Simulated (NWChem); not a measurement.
**Single-point calculation of GeH₄ (charge +1) (part 1 of 2)**

The run: single-point calculation of GeH₄, charge +1, multiplicity 2. Method and program: r2SCAN/def2-TZVP, UKS (NWChem 7.3.0).

The run did not end well. The geometry is that of the parent species in another charge or spin state. The geometry comes from this level: PBE0-D4/def2-TZVP.

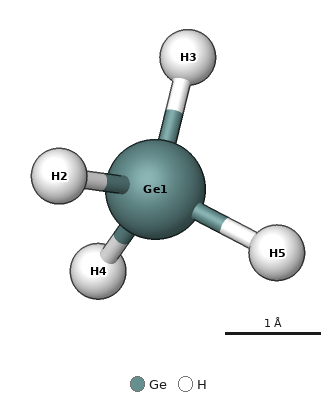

**Figure 1.** The structure as given in the input (ball-and-stick view, seen at a tilt; atoms are numbered from 1 in the order of the input). Sticks mark near contacts. Bond lengths as drawn: Ge–H 1.53 Å.

Input:
```
start calc
memory stack 880 mb heap 220 mb global 1100 mb
charge 1
geometry noautosym nocenter noautoz
  Ge     0.000100     0.000100     0.000000
  H      1.148100    -0.756300     0.680600
  H     -1.238800    -0.030000     0.904200
  H     -0.329200    -0.669100    -1.340600
  H      0.419800     1.455400    -0.244100
end
basis spherical bse
  Ge library def2-TZVP
  H library def2-TZVP
end
dft
  xc r2scan
  mult 2
  grid xfine
  convergence energy 1e-08
  maxiter 100
  mulliken
end
task dft energy
```

Hardware: 1 thread of AMD EPYC (Zen 5), 16 GiB of memory available, shared host.

Run as:
```bash
nwchem calc.nw > calc.out
```

Log:
```
Northwest Computational Chemistry Package (NWChem) 7.3.0
             --------------------------------------------------------

           Job information
           ---------------

    nwchem branch   = 7.3.0
    use scalapack   = T
    input           = calc.nw
    prefix          = calc.
    data base       = ./calc.db
    status          = startup
    nproc           =        1

           Memory information
           ------------------

    heap     =     28835834 doubles =      220.0 Mbytes
    stack    =    115343359 doubles =      880.0 Mbytes
    global   =    144179200 doubles =     1100.0 Mbytes (distinct from heap & stack)
    total    =    288358393 doubles =     2200.0 Mbytes
    verify   = yes
    hardfail = no

           Directory information
           ---------------------

  0 permanent = .
  0 scratch   = .

                                NWChem Input Module
                                -------------------

 Scaling coordinates for geometry "geometry" by  1.889725989
 (inverse scale =  0.529177249)

                             Geometry "geometry" -> ""
                             -------------------------

 Output coordinates in angstroms (scale by  1.889725989 to convert to a.u.)

  No.       Tag          Charge          X              Y              Z
 ---- ---------------- ---------- -------------- -------------- --------------
    1 Ge                  32.0000     0.00010000     0.00010000     0.00000000
    2 H                    1.0000     1.14810000    -0.75630000     0.68060000
    3 H                    1.0000    -1.23880000    -0.03000000     0.90420000
    4 H                    1.0000    -0.32920000    -0.66910000    -1.34060000
    5 H                    1.0000     0.41980000     1.45540000    -0.24410000

      Atomic Mass
      -----------

      Ge                73.921900
      H                  1.007825

 Effective nuclear repulsion energy (a.u.)      45.4204274897

            Nuclear Dipole moment (a.u.)
            ----------------------------
        X                 Y               Z
 ---------------- ---------------- ----------------
     0.0058581506     0.0060471232     0.0001889726

            XYZ format geometry
            -------------------
     5
 geometry
 Ge                    0.00010000     0.00010000     0.00000000
 H                     1.14810000    -0.75630000     0.68060000
 H                    -1.23880000    -0.03000000     0.90420000
 H                    -0.32920000    -0.66910000    -1.34060000
 H                     0.41980000     1.45540000    -0.24410000

 ==============================================================================
                                internuclear distances
 ------------------------------------------------------------------------------
       center one      |      center two      | atomic units |  angstroms
 ------------------------------------------------------------------------------
    2 H                |   1 Ge               |     2.89890  |     1.53403
    3 H                |   1 Ge               |     2.89896  |     1.53407
    4 H                |   1 Ge               |     2.89904  |     1.53410
    5 H                |   1 Ge               |     2.89913  |     1.53415
 ------------------------------------------------------------------------------
                         number of included internuclear distances:          4
 ==============================================================================

 ==============================================================================
                                 internuclear angles
 ------------------------------------------------------------------------------
        center 1       |       center 2       |       center 3       |  degrees
 ------------------------------------------------------------------------------
    2 H                |   1 Ge               |   3 H                |   109.46
    2 H                |   1 Ge               |   4 H                |   109.47
    2 H                |   1 Ge               |   5 H                |   109.49
    3 H                |   1 Ge               |   4 H                |   109.46
    3 H                |   1 Ge               |   5 H                |   109.47
    4 H                |   1 Ge               |   5 H                |   109.48
 ------------------------------------------------------------------------------
                            number of included internuclear angles:          6
 ==============================================================================

                      Basis "ao basis" -> "" (spherical)
                      -----
  [basis functions not shown]

 Summary of "ao basis" -> "" (spherical)
 ------------------------------------------------------------------------------
       Tag                 Description            Shells   Functions and Types
 ---------------- ------------------------------  ------  ---------------------
 Ge                        def2-TZVP                16       48   6s5p4d1f
 H                         def2-TZVP                 4        6   3s1p

                                 NWChem DFT Module
                                 -----------------

 Summary of "ao basis" -> "ao basis" (spherical)
 ------------------------------------------------------------------------------
       Tag                 Description            Shells   Functions and Types
 ---------------- ------------------------------  ------  ---------------------
 Ge                        def2-TZVP                16       48   6s5p4d1f
 H                         def2-TZVP                 4        6   3s1p

  Caching 1-el integrals
  itol2e modified to match energy
  convergence criterion.
  tol_rho modified to match energy
  convergence criterion.

            General Information
            -------------------
          SCF calculation type: DFT
          Wavefunction type:  spin polarized.
          No. of atoms     :     5
          No. of electrons :    35
           Alpha electrons :    18
            Beta electrons :    17
          Charge           :     1
          Spin multiplicity:     2
          Use of symmetry is: off; symmetry adaption is: off
          Maximum number of iterations: 100
          AO basis - number of functions:    72
                     number of shells:    32
          Convergence on energy requested:  1.00D-08
          Convergence on density requested:  1.00D-05
          Convergence on gradient requested:  5.00D-04

              XC Information
              --------------
                      r^2SCAN Method XC Functional
               r^2SCAN metaGGA Exchange Functional  1.000
                     r^2SCAN Correlation Potential  1.000

             Grid Information
             ----------------
          Grid used for XC integration:  xfine
          Radial quadrature: Mura-Knowles
          Angular quadrature: Lebedev.
          Tag              B.-S. Rad. Rad. Pts. Rad. Cut. Ang. Pts.
          ---              ---------- --------- --------- ---------
          Ge                  1.25      160           8.0      1454
          H                   0.35      100          10.0      1202
          Grid pruning is: on
          Number of quadrature shells:   560
          Spatial weights used:  Erf1

          Convergence Information
          -----------------------
          Convergence aids based upon iterative change in
          total energy or number of iterations.
          Levelshifting, if invoked, occurs when the
          HOMO/LUMO gap drops below (HL_TOL):  1.00D-02
          DIIS, if invoked, will attempt to extrapolate
          using up to (NFOCK): 10 stored Fock matrices.

                    Damping( 0%)  Levelshifting(0.5)       DIIS
                  --------------- ------------------- ---------------
          dE  on:    start            ASAP                start
          dE off:    2 iters        100 iters           100 iters

      Screening Tolerance Information
      -------------------------------
          Density screening/tol_rho:  1.00D-11
          AO Gaussian exp screening on grid/accAOfunc:  18
          CD Gaussian exp screening on grid/accCDfunc:  20
          XC Gaussian exp screening on grid/accXCfunc:  20
          Schwarz screening/accCoul:  1.00D-09

      Superposition of Atomic Density Guess
      -------------------------------------

 Sum of atomic energies:       -2077.30529915

 Renormalizing density from      36.00 to     35

      Non-variational initial energy
      ------------------------------

 Total energy =   -2041.934459
 1-e energy   =   -2904.048879
 2-e energy   =     816.693993
 HOMO         =      -0.797830
 LUMO         =      -0.233122

   Time after variat. SCF:      0.5

     ---------------------------------------------
      Total Density - Mulliken Population Analysis
     ---------------------------------------------

    Atom       Charge   Shell Charges
 -----------   ------   -------------------------------------------------------
    1 Ge  32    32.41   2.00  2.00  1.28  0.68  1.21  0.38  5.99  4.72  1.31  1.94  0.76  9.44  0.48  0.16  0.04  0.01
    2 H    1     0.75   0.19  0.44  0.11  0.01
    3 H    1     0.45   0.11  0.26  0.07  0.01
    4 H    1     0.66   0.17  0.39  0.10  0.01
    5 H    1     0.73   0.19  0.42  0.11  0.01

     --------------------------------------------
      Spin Density - Mulliken Population Analysis
     --------------------------------------------

    Atom       Charge   Shell Charges
 -----------   ------   -------------------------------------------------------
    1 Ge  32     0.57   0.00  0.00  0.00 -0.00  0.00  0.00  0.00  0.01 -0.00  0.38  0.15  0.00  0.00  0.01  0.01  0.00
    2 H    1     0.01   0.00  0.00  0.00  0.00
    3 H    1     0.30   0.08  0.18  0.04  0.00
    4 H    1     0.09   0.02  0.06  0.01  0.00
    5 H    1     0.03   0.01  0.02  0.00  0.00
   Time prior to 1st pass:      0.5

 Grid_pts file          = ./calc.gridpts.0
 Record size in doubles =  12289        No. of grid_pts per rec  =   3070
 Max. records in memory =    293        Max. recs in file   = *********

 Grid integrated density:      35.000001907100
 Requested integration accuracy:   0.10E-07

           Memory utilization after 1st SCF pass:
           Heap Space remaining (MW):        0.00                  80
          Stack Space remaining (MW):      115.34           115342572
```
